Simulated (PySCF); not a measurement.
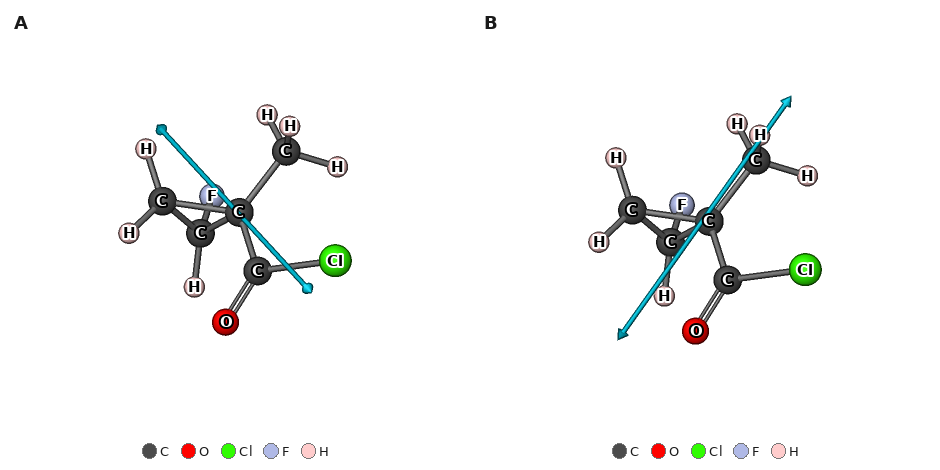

The double arrows show the directions of two transition dipoles from the ground state (lengths mean nothing). Computed geometry: GFN2-xTB optimisation. No frequency run is at hand to confirm it as a minimum. Method: TDDFT CAM-B3LYP/def2-SVPD, vertical, gas phase, core orbitals frozen in the response (PySCF 2.14.0).

One belongs to singlet state 2 and one to singlet state 6. Which is which?

A: state 2, 6.54 eV (190 nm), oscillator strength 0.024, of mixed character, with the largest part HOMO−2 → LUMO (weight 0.43).
B: state 6, 7.96 eV (156 nm), oscillator strength 0.017, of mixed character, with the largest part HOMO−1 → LUMO+1 (weight 0.42).
